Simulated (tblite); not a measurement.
C$_{4}$H$_{9}$B$_{2}$GeN: geometry relaxation (part 4 of 4)

Continued. System: C$_{4}$H$_{9}$B$_{2}$GeN. Method: GFN2-xTB geometry optimisation, gas phase (tblite 0.8.0). It belongs to a series of runs on one base structure; here: C replaced by Ge.

Geometry of the input (Å):
```
C  3.8023  0.1307  -0.7663
C  2.7956  0.1214  -0.0929
Ge 1.2486  0.0868  0.9904
B  0.0745  -1.4791  0.5195
C  -1.3802  -1.2456  -0.0908
C  -1.9948  0.1218  0.2656
N  -1.2479  1.2361  -0.3543
B  0.0084  1.5850  0.4668
H  4.6708  0.1451  -1.3635
H  1.5705  0.1070  2.5043
H  0.5540  -2.5659  0.4861
H  -1.3198  -1.3484  -1.2006
H  -2.0537  -2.0423  0.2928
H  -2.0623  0.2378  1.3725
H  -3.0350  0.1426  -0.1190
H  -1.8632  2.0823  -0.3284
H  0.2252  2.6967  0.7946
```

Trajectory as extended XYZ, continued
```
17
Properties=species:S:1:pos:R:3:forces:R:3 step=107 energy=-554.67722
C     4.1541    0.0524   -0.1489   -0.0330   0.0090   0.0110
C     2.9955    0.1206    0.1700    0.0410  -0.0110  -0.0100
Ge    1.1355    0.1362    0.6055    0.0140   0.0010  -0.0150
B     0.0863   -1.4130   -0.1113   -0.0150  -0.0180  -0.0040
C    -1.4690   -1.1878   -0.0278   -0.0230   0.0220  -0.0130
C    -1.9172    0.0863    0.7111    0.0000   0.0120   0.0110
N    -1.4076    1.3079    0.1026    0.0020  -0.0210   0.0080
B    -0.0750    1.6281   -0.0293    0.0260   0.0200  -0.0190
H     5.1719   -0.0033   -0.4156   -0.0110   0.0230   0.0020
H     1.1811    0.0975    2.1195    0.0110  -0.0080   0.0170
H     0.4704   -2.3396   -0.7151    0.0120   0.0160   0.0070
H    -1.8794   -1.1605   -1.0439   -0.0070  -0.0090  -0.0070
H    -1.9549   -2.0444    0.4500   -0.0120   0.0110   0.0040
H    -1.5593    0.0323    1.7469   -0.0100  -0.0170   0.0030
H    -3.0096    0.1331    0.7365   -0.0140   0.0170   0.0120
H    -2.1353    1.9293   -0.2191    0.0110  -0.0380  -0.0130
H     0.2055    2.6370   -0.5544    0.0080  -0.0080   0.0060
17
Properties=species:S:1:pos:R:3:forces:R:3 step=110 energy=-554.67828
C     4.1487    0.0641   -0.1509    0.0030   0.0050  -0.0090
C     2.9906    0.1228    0.1704    0.0370  -0.0200  -0.0120
Ge    1.1341    0.1288    0.6143   -0.0050  -0.0010   0.0210
B     0.0809   -1.4206   -0.1032   -0.0210   0.0430  -0.0280
C    -1.4743   -1.1875   -0.0273   -0.0060  -0.0240  -0.0110
C    -1.9186    0.0888    0.7101    0.0110  -0.0040  -0.0140
N    -1.4032    1.3068    0.0989    0.0200   0.0010   0.0040
B    -0.0687    1.6281   -0.0212   -0.0210  -0.0520  -0.0080
H     5.1651    0.0162   -0.4244   -0.0090   0.0230   0.0070
H     1.1965    0.0850    2.1292   -0.0050  -0.0040   0.0000
H     0.4619   -2.3409   -0.7173    0.0230  -0.0020   0.0160
H    -1.8797   -1.1630   -1.0462   -0.0100   0.0020   0.0230
H    -1.9624   -2.0438    0.4508   -0.0150   0.0330  -0.0060
H    -1.5577    0.0341    1.7446   -0.0240  -0.0130   0.0090
H    -3.0114    0.1395    0.7359    0.0090   0.0210   0.0170
H    -2.1294    1.9215   -0.2383    0.0130  -0.0170  -0.0100
H     0.2206    2.6321   -0.5489    0.0000   0.0100   0.0000
17
Properties=species:S:1:pos:R:3:forces:R:3 step=112 energy=-554.67930
C     4.1477    0.0756   -0.1502    0.0100   0.0030  -0.0160
C     2.9891    0.1223    0.1696   -0.0220  -0.0240   0.0060
Ge    1.1336    0.1215    0.6235    0.0100  -0.0080   0.0210
B     0.0733   -1.4210   -0.1032   -0.0020   0.0370  -0.0230
C    -1.4825   -1.1876   -0.0268    0.0180  -0.0360  -0.0150
C    -1.9195    0.0914    0.7101   -0.0010  -0.0290  -0.0020
N    -1.3996    1.3042    0.0938    0.0100   0.0090   0.0040
B    -0.0641    1.6217   -0.0204   -0.0020  -0.0170   0.0110
H     5.1632    0.0371   -0.4256    0.0200   0.0210   0.0000
H     1.2105    0.0701    2.1388   -0.0200   0.0040  -0.0210
H     0.4580   -2.3355   -0.7243    0.0090  -0.0030   0.0170
H    -1.8893   -1.1675   -1.0453   -0.0150   0.0190   0.0290
H    -1.9701   -2.0425    0.4543   -0.0120   0.0320   0.0000
H    -1.5546    0.0346    1.7436   -0.0200   0.0010  -0.0060
H    -3.0120    0.1492    0.7432    0.0160   0.0130   0.0020
H    -2.1238    1.9135   -0.2570    0.0150  -0.0040  -0.0050
H     0.2332    2.6250   -0.5474   -0.0140  -0.0170  -0.0010
17
Properties=species:S:1:pos:R:3:forces:R:3 step=115 energy=-554.68032
C     4.1513    0.0873   -0.1380    0.0020   0.0010  -0.0080
C     2.9915    0.1111    0.1802   -0.0180  -0.0030  -0.0050
Ge    1.1335    0.1110    0.6214    0.0030  -0.0090  -0.0080
B     0.0662   -1.4157   -0.1229    0.0080  -0.0210  -0.0020
C    -1.4893   -1.1896   -0.0227   -0.0090   0.0110   0.0000
C    -1.9142    0.0932    0.7150   -0.0010   0.0030   0.0100
N    -1.3948    1.3011    0.0895    0.0060  -0.0080   0.0040
B    -0.0587    1.6111   -0.0304    0.0100   0.0190   0.0120
H     5.1683    0.0653   -0.4085    0.0280   0.0120  -0.0030
H     1.1978    0.0544    2.1350   -0.0190   0.0040   0.0030
H     0.4494   -2.3199   -0.7609   -0.0050   0.0090   0.0140
H    -1.9178   -1.1766   -1.0312   -0.0180   0.0180   0.0000
H    -1.9673   -2.0397    0.4749    0.0030   0.0050   0.0040
H    -1.5384    0.0392    1.7442   -0.0060  -0.0060   0.0080
H    -3.0050    0.1632    0.7634   -0.0030  -0.0280  -0.0160
H    -2.1189    1.9076   -0.2663    0.0200   0.0010  -0.0070
H     0.2395    2.6089   -0.5661    0.0000  -0.0080  -0.0080
17
Properties=species:S:1:pos:R:3:forces:R:3 step=118 energy=-554.68083
C     4.1495    0.0942   -0.1376    0.0200   0.0020  -0.0070
C     2.9908    0.1044    0.1858    0.0160   0.0040  -0.0150
Ge    1.1330    0.1032    0.6222   -0.0080   0.0010  -0.0040
B     0.0631   -1.4193   -0.1265   -0.0030   0.0140   0.0130
C    -1.4916   -1.1899   -0.0215   -0.0020   0.0070   0.0130
C    -1.9120    0.0939    0.7160    0.0110   0.0080  -0.0100
N    -1.3884    1.2994    0.0893   -0.0010   0.0070   0.0070
B    -0.0520    1.6091   -0.0305    0.0000  -0.0280   0.0060
H     5.1672    0.0838   -0.4096   -0.0040   0.0060   0.0050
H     1.1881    0.0546    2.1361   -0.0110  -0.0070   0.0070
H     0.4430   -2.3185   -0.7711    0.0060  -0.0150   0.0000
H    -1.9285   -1.1787   -1.0257   -0.0150   0.0110  -0.0210
H    -1.9670   -2.0367    0.4829   -0.0020  -0.0180   0.0060
H    -1.5373    0.0389    1.7448    0.0000  -0.0020   0.0230
H    -3.0025    0.1644    0.7621   -0.0110  -0.0080  -0.0080
H    -2.1105    1.9061   -0.2688    0.0020   0.0140  -0.0110
H     0.2479    2.6031   -0.5712    0.0010   0.0030  -0.0040
17
Properties=species:S:1:pos:R:3:forces:R:3 step=121 energy=-554.68115
C     4.1470    0.1003   -0.1447    0.0060   0.0020   0.0020
C     2.9893    0.1034    0.1827    0.0070   0.0000  -0.0040
Ge    1.1330    0.0982    0.6297    0.0160  -0.0010  -0.0030
B     0.0608   -1.4222   -0.1194    0.0100   0.0020  -0.0030
C    -1.4939   -1.1894   -0.0216    0.0080   0.0000   0.0010
C    -1.9142    0.0948    0.7146   -0.0110  -0.0030   0.0070
N    -1.3852    1.2988    0.0897   -0.0040   0.0050   0.0040
B    -0.0476    1.6037   -0.0268    0.0040   0.0050   0.0040
H     5.1640    0.0959   -0.4184    0.0030   0.0050  -0.0020
H     1.1933    0.0531    2.1438   -0.0080  -0.0080   0.0000
H     0.4439   -2.3216   -0.7627   -0.0050  -0.0090   0.0050
H    -1.9276   -1.1743   -1.0278   -0.0030  -0.0020  -0.0040
H    -1.9720   -2.0366    0.4802   -0.0060  -0.0080  -0.0010
H    -1.5461    0.0378    1.7468   -0.0040   0.0100  -0.0090
H    -3.0053    0.1646    0.7536   -0.0020   0.0100  -0.0010
H    -2.1020    1.9073   -0.2763   -0.0090   0.0020   0.0040
H     0.2558    2.5980   -0.5666   -0.0020  -0.0120  -0.0010
17
Properties=species:S:1:pos:R:3:forces:R:3 step=124 energy=-554.68128
C     4.1468    0.1023   -0.1469    0.0050   0.0020   0.0020
C     2.9893    0.1030    0.1810    0.0070   0.0020   0.0040
Ge    1.1345    0.0971    0.6321   -0.0020   0.0020   0.0000
B     0.0616   -1.4220   -0.1168   -0.0020  -0.0060  -0.0050
C    -1.4932   -1.1884   -0.0214   -0.0060   0.0030   0.0020
C    -1.9158    0.0953    0.7153   -0.0020   0.0050  -0.0020
N    -1.3855    1.2993    0.0912   -0.0010  -0.0030  -0.0010
B    -0.0471    1.6014   -0.0245   -0.0050   0.0080  -0.0040
H     5.1635    0.1000   -0.4211    0.0100   0.0040  -0.0060
H     1.1938    0.0489    2.1460   -0.0020  -0.0060   0.0000
H     0.4437   -2.3233   -0.7580   -0.0030  -0.0090   0.0030
H    -1.9244   -1.1698   -1.0289    0.0030  -0.0060   0.0010
H    -1.9735   -2.0372    0.4761   -0.0030   0.0020  -0.0010
H    -1.5491    0.0401    1.7478   -0.0040  -0.0010  -0.0010
H    -3.0070    0.1658    0.7521   -0.0020   0.0030   0.0010
H    -2.1014    1.9071   -0.2783    0.0000  -0.0030   0.0090
H     0.2569    2.5923   -0.5692    0.0040   0.0020  -0.0010
17
Properties=species:S:1:pos:R:3:forces:R:3 step=126 energy=-554.68135
C     4.1472    0.1041   -0.1477    0.0150   0.0040  -0.0020
C     2.9900    0.1024    0.1811   -0.0050   0.0040   0.0100
Ge    1.1351    0.0963    0.6330   -0.0090   0.0020  -0.0040
B     0.0613   -1.4229   -0.1160   -0.0100   0.0060   0.0000
C    -1.4935   -1.1879   -0.0213   -0.0070  -0.0060   0.0030
C    -1.9163    0.0958    0.7154    0.0070  -0.0010  -0.0120
N    -1.3848    1.2991    0.0911    0.0010   0.0030   0.0000
B    -0.0463    1.6019   -0.0229   -0.0050  -0.0120  -0.0040
H     5.1634    0.1043   -0.4238    0.0070   0.0020  -0.0040
H     1.1928    0.0459    2.1469    0.0020  -0.0060  -0.0010
H     0.4418   -2.3256   -0.7556    0.0020  -0.0140   0.0000
H    -1.9239   -1.1691   -1.0291    0.0040  -0.0030   0.0000
H    -1.9748   -2.0370    0.4751   -0.0010   0.0070   0.0000
H    -1.5500    0.0408    1.7476   -0.0020  -0.0030   0.0100
H    -3.0074    0.1666    0.7516   -0.0040   0.0040   0.0000
H    -2.1006    1.9061   -0.2796   -0.0010   0.0040   0.0050
H     0.2589    2.5913   -0.5692    0.0030   0.0090  -0.0010
17
Properties=species:S:1:pos:R:3:forces:R:3 step=129 energy=-554.68153
C     4.1471    0.1098   -0.1537    0.0080   0.0050  -0.0040
C     2.9919    0.1027    0.1822   -0.0240   0.0020   0.0100
Ge    1.1358    0.0944    0.6363    0.0030  -0.0070  -0.0150
B     0.0603   -1.4269   -0.1109    0.0000   0.0060   0.0040
C    -1.4943   -1.1880   -0.0220    0.0010  -0.0050  -0.0040
C    -1.9182    0.0970    0.7115    0.0020  -0.0090   0.0020
N    -1.3825    1.2999    0.0906    0.0000   0.0040  -0.0010
B    -0.0437    1.6027   -0.0184    0.0120  -0.0170  -0.0010
H     5.1615    0.1151   -0.4372    0.0020   0.0000   0.0030
H     1.1935    0.0383    2.1503    0.0040  -0.0030  -0.0030
H     0.4392   -2.3386   -0.7393    0.0030  -0.0020   0.0020
H    -1.9199   -1.1696   -1.0319    0.0040  -0.0030  -0.0010
H    -1.9792   -2.0361    0.4726   -0.0030   0.0090   0.0010
H    -1.5578    0.0402    1.7458    0.0040   0.0030   0.0090
H    -3.0094    0.1693    0.7430   -0.0030   0.0050  -0.0040
H    -2.0963    1.9083   -0.2812   -0.0080   0.0100   0.0020
H     0.2650    2.5933   -0.5610   -0.0040   0.0030   0.0000
17
Properties=species:S:1:pos:R:3:forces:R:3 step=132 energy=-554.68162
C     4.1457    0.1128   -0.1569   -0.0060   0.0020   0.0020
C     2.9918    0.1038    0.1840    0.0040   0.0000  -0.0070
Ge    1.1361    0.0929    0.6364    0.0020  -0.0070  -0.0010
B     0.0607   -1.4288   -0.1087    0.0030  -0.0070   0.0010
C    -1.4937   -1.1884   -0.0224    0.0020   0.0030   0.0000
C    -1.9194    0.0974    0.7092    0.0000   0.0030   0.0040
N    -1.3815    1.3009    0.0907   -0.0020  -0.0040  -0.0020
B    -0.0420    1.6011   -0.0175    0.0010   0.0050  -0.0020
H     5.1595    0.1182   -0.4427    0.0000   0.0020   0.0050
H     1.1942    0.0351    2.1504    0.0000  -0.0010  -0.0040
H     0.4401   -2.3446   -0.7313   -0.0020   0.0060   0.0040
H    -1.9174   -1.1713   -1.0331    0.0030  -0.0020  -0.0010
H    -1.9797   -2.0351    0.4729   -0.0070   0.0020   0.0010
H    -1.5632    0.0410    1.7454    0.0000   0.0000  -0.0030
H    -3.0108    0.1707    0.7359    0.0020  -0.0020   0.0000
H    -2.0941    1.9125   -0.2787    0.0010   0.0000   0.0050
H     0.2666    2.5936   -0.5571    0.0010   0.0000   0.0000
```

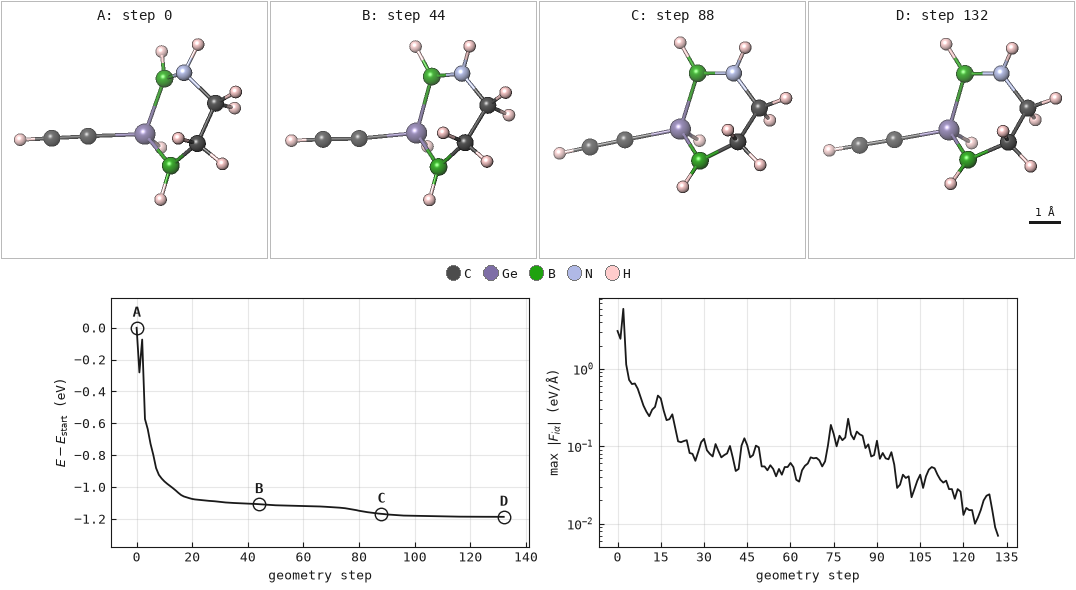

**Figure 1.** Frames of the relaxation (ball-and-stick view, seen at a tilt) above the curves, on which the letters mark them (steps are counted from 0).

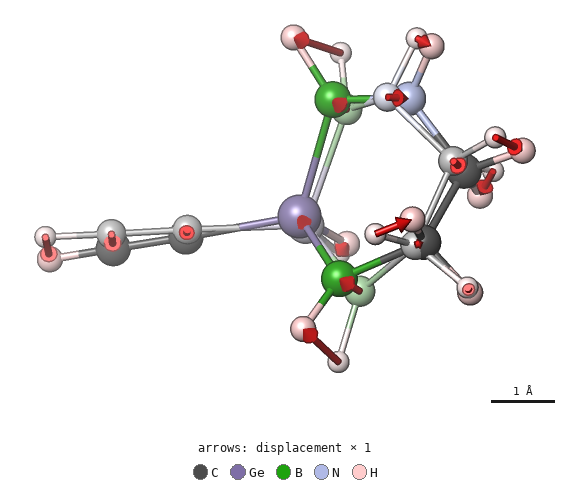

**Figure 2.** Start (faint) and end (solid) with the displacements as red arrows, at true length (ball-and-stick view, seen at a tilt). The two geometries are laid on each other by the best rigid fit. The largest move after the best rigid fit is that of H17, 1.40 Å. Largest moves by element: H 1.40 Å, C 0.69 Å, B 0.61 Å, N 0.45 Å, Ge 0.38 Å. Distances before and after: N7–B8 1.541 → 1.377 Å, N7–H16 1.047 → 1.009 Å, Ge3–H10 1.548 → 1.516 Å, C6–N7 1.478 → 1.456 Å. Among the angles that change: B8–N7–H16 106.4° → 121.7°, C6–N7–B8 111.1° → 125.0°, C2–Ge3–H10 113.0° → 101.5°. The energy falls by 1.187 eV in 132 geometry steps. The largest force component goes from 3.1 to 0.007 eV/Å. (Atoms are counted from 1 in the order of the input.)

Results in brief

```tsv
quantity	value
outcome	converged
total energy	−554.6816 eV
wall time	1.7 s
peak memory	0.18 GiB
```
